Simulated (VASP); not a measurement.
Band structure of NaF (rock salt). Calculation: revPBE GGA, VASP's PBE PAW potentials (set 64) (plane waves; VASP).

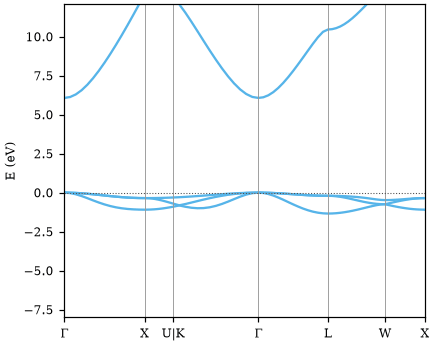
Figure. Bands along high-symmetry lines, zero at the valence-band maximum or, without a gap, the Fermi level

Task: Read the plot: is there a gap, and where are the band edges?

Result: The gap is direct, 6.07 eV, from the valence maximum at Γ to the conduction minimum at Γ. (Edges off the drawn lines would not show.)

Measured: gap 11.70 eV (computed value off by -5.63 eV), as given by David Koller et al., Journal of Physics Condensed Matter (2013), arXiv:1304.4470.

The compound is NaF in the rock salt structure. It was relaxed first, which changed the volume by +11 %.
